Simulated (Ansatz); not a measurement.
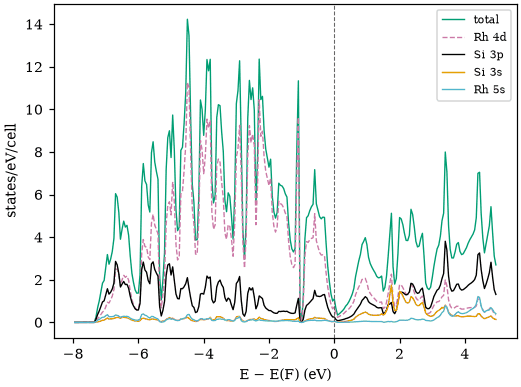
*Total and projected density of states of SiRh in space group P2_13 (No. 198; Si on 4a, Rh on 4a), PBEsol in the plane-wave PAW code Ansatz*

Problem. Which orbitals carry the states next to the Fermi level?

Solution. Within 0.5 eV of the Fermi level: Rh 4d 65 %, Si 3p 25 %. Projections are on Löwdin-orthogonalised atomic valence shells; empty p or d shells of many metals are not among them.

Problem. Where is the tallest occupied peak in this window, and what makes it?

Solution. Near -4.5 eV, about 14 states/eV per cell; the largest projected share is Rh 4d.

The workflow started from a Materials Project entry (that database holds measured and hypothetical structures alike); the Crystallography Open Database copy checked does not list it. COD files the formula under space group No. 14. Its standing as an ambient phase is unchecked. The cell was relaxed with PBEsol under the symmetry of its start; its stability against distortions is not shown here. The run is not spin-polarised. Scalar-relativistic: spin–orbit coupling is off unless named, which matters more the heavier the elements.

Potentials: the earlier of the program's two PAW sets. The files were generated under PBE; for other functionals the program regenerates the frozen cores, and for LDA and PBEsol the local potential too.
